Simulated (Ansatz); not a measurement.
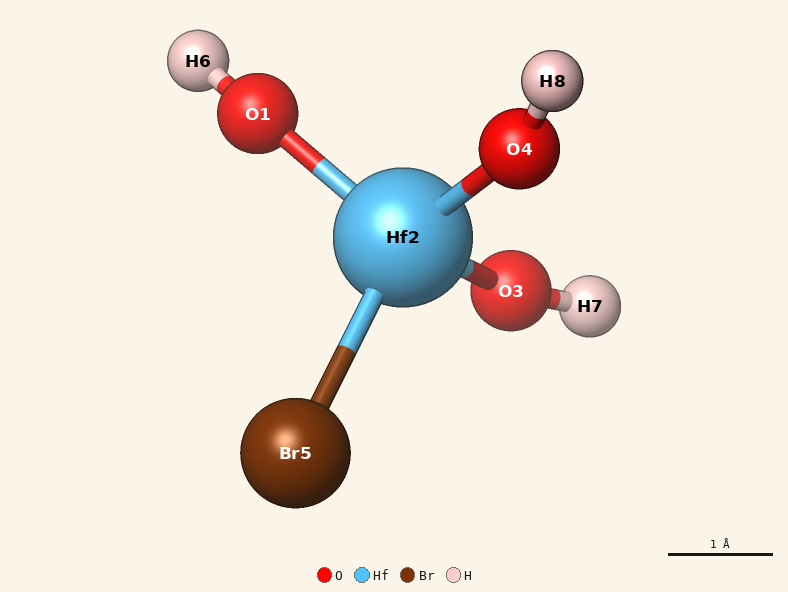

Orthographic view. Distant atoms are faded towards the background colour. The species is neutral and a spin singlet. Computed geometry: PBE0-D4/def2-TZVP optimisation.

Write a Z-matrix (Å, degrees) in the order of the atom numbers, with these reference atoms: 2 to 1; 3 to 2, 1; 4 to 2, 1, 3; 5 to 2, 4, 3; 6 to 1, 2, 4; 7 to 3, 2, 4; 8 to 4, 2, 1.

```
O  
Hf   1   1.914
O    2   1.914   1   109.9
O    2   1.914   1   109.9   3   121.0
Br   2   2.539   4   109.1   3   119.5
H    1   0.952   2   159.9   4   127.8
H    3   0.952   2   159.9   4     6.8
H    4   0.952   2   159.9   1     6.8
```
